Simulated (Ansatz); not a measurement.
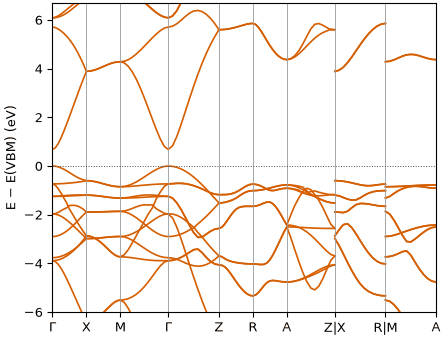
Band structure from DFT-PBE in the program Ansatz with PAW potentials

Read off the gap and where the band edges lie.

About 0.7 eV (0.68 eV by a search for the band edges); maximum at Γ, minimum at Γ.

The material is SnO$_{2}$ (rutile, P4_2/mnm).

Symmetry was held in the PBE relaxation. Scalar-relativistic: spin–orbit coupling is off unless named, which matters more the heavier the elements.

Potentials: the earlier of the program's two PAW sets.
